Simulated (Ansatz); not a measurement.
## HfC (Fm-3m): the Drude term of Re ε in the infrared

Re ε of HfC (Fm-3m) at low photon energies is read from one computed spectrum; the carriers' damping was typed as γ = 0.05 eV.

The structure is cubic, space group Fm-3m (No. 225). The conventional cell has a = 4.650 Å, b = 4.650 Å, c = 4.650 Å, α = 90.00°, β = 90.00°, γ = 90.00°. Around Hf on site b lie 6 C at 2.33 Å. C on site a is surrounded by 6 Hf at 2.33 Å.

Method: Ansatz 0.2.0, PBE, independent particles, k-mesh 16×16×16 with interpolation inside its cells, Gaussian parameter 0.1 eV.

Launch of the response step: `ansatz run input.yaml --threads 4 --pin off --max-ram 8192MiB --backend cpu --events-out ev --progress --plain --runs-dir out`. The run took 19 s, on 4 threads of Arm Neoverse V2, with other jobs on the host.

```tsv
photon energy E (eV)	wavelength (µm)	Re ε
0.25	4.96	-139.7
0.30	4.13	-84.8
0.35	3.54	-54.8
0.40	3.10	-36.8
0.50	2.48	?
0.60	2.07	-6.6
0.70	1.77	-3.5
```

A Drude term over a constant background gives Re ε = ε_b − ωp²/(E² + γ²), linear in 1/(E² + γ²).

Working, on the rows shown:

| x = 1/(E² + γ²) (eV⁻²) | y = Re ε |
| --- | --- |
| 15.3846 | -139.7 |
| 10.8108 | -84.8 |
| 8 | -54.8 |
| 6.15385 | -36.8 |
| 2.75862 | -6.6 |
| 2.03046 | -3.5 |

Means: x̄ = 7.5231, ȳ = -54.367. Σ(x − x̄)(y − ȳ) = -1302, Σ(x − x̄)² = 127.6. Slope = -1302 / 127.6 = -10.21; intercept = ȳ − slope · x̄ = 22.415. The line misses the rows shown by at most 5.2.

Fill in the last column of the withheld row.

At x = 3.9604 the line gives y = -18.006. The run gave -16.0, so the interpolation is off by 2, 1.5 % of the range in the table.

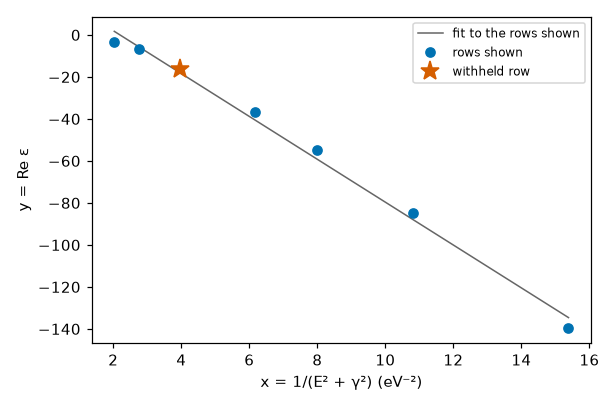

Refitted with all rows, the slope is -10.25 and the intercept 23.011. These give ωp = √(−slope) = 3.20 eV, against 3.58 eV from the program's Fermi-surface sum, and an intercept of 23.0. Taking the program's Drude term off the rows leaves 57 at the lowest energy and 22 at the highest, so the background isn't constant: interband transitions lie in or near the window, and neither fitted number can be trusted. The cell comes from an older database entry, whose edges can be off by a per cent or so. The values come from a sum over the points of one k-mesh and carry its error, which is largest for Fermi-surface quantities. Spin-orbit coupling is left out.

[Logs are printed without paths, hosts, clocks, repeated set-up lines and the standing remarks that a program may print on its own settings, such as how far it seeks lower states.]
